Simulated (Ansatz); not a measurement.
System: CH5AsN2Si.

Input file:

```
crystal:
  periodic: [false, false, false]
  atoms:
    - {symbol: N, position_ang: [-2.053830, 0.238138, 0.854449]}
    - {symbol: C, position_ang: [-0.939187, -0.010555, 0.340168]}
    - {symbol: Si, position_ang: [0.453381, 1.059819, -0.383708]}
    - {symbol: N, position_ang: [1.161350, -0.422236, -0.885456]}
    - {symbol: As, position_ang: [0.068647, -1.720117, -0.113737]}
    - {symbol: H, position_ang: [-2.573583, -0.594946, 1.138231]}
    - {symbol: H, position_ang: [0.103509, 2.009695, -1.475843]}
    - {symbol: H, position_ang: [1.191047, 1.822606, 0.663854]}
    - {symbol: H, position_ang: [1.973255, -0.653323, -1.428088]}
    - {symbol: H, position_ang: [0.698610, -1.780182, 1.293028]}
basis:
  gaussian: {orbitals: def2-TZVPP}
hamiltonian: {xc: pbe0, dispersion: d4}
output: {orbitals: {seedname: orbitals}}
```

Launched as:

```sh
ansatz run in.yaml --threads 4 --pin off --events-out ev --progress --plain --max-ram 10444MiB
```

Geometry: PBE0-D4/def2-TZVP.

The calculation used RKS PBE0-D4/def2-TZVPP in Ansatz.

What will maps of the electron density and electron localisation function show?

Answer. C–N (1.25 Å): the density is about 3 e/Å³ at the midpoint; the ELF peaks at about 0.90 between the atoms: a multiple bond.
Si–N (1.72 Å): ρ is about 1.1 e/Å³ halfway; the ELF peaks at about 0.90 between the atoms; a polar covalent bond.
As–N (1.86 Å): ρ at the midpoint is about 0.98 e/Å³; the ELF peaks at about 0.85 between the atoms; a shared but strongly polarised pair.
C–Si (1.90 Å): ρ is about 0.93 e/Å³ halfway; the ELF peaks at about 0.95 between the atoms, as expected for localised, covalent bonding.

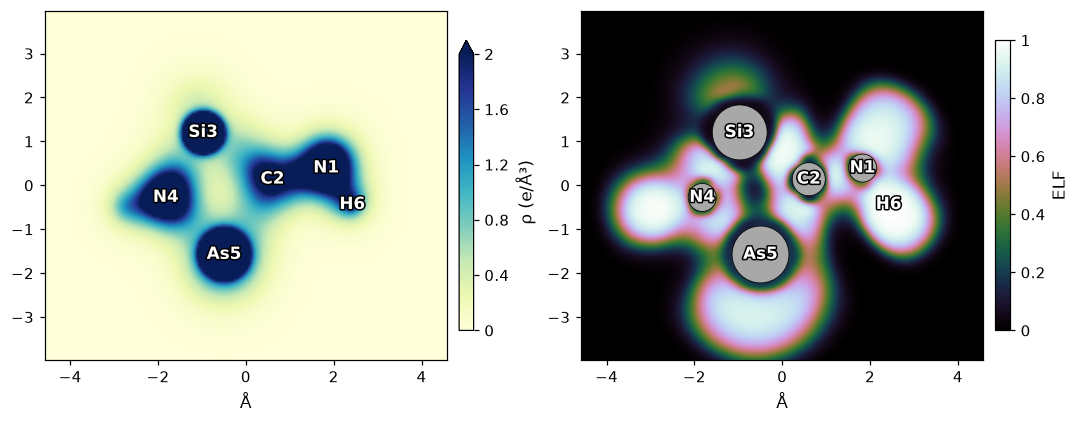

Computed electron density and electron localisation function on the plane of atoms Si3, C2 and As5, in this order. Grey discs cover the atomic cores in the ELF map. 
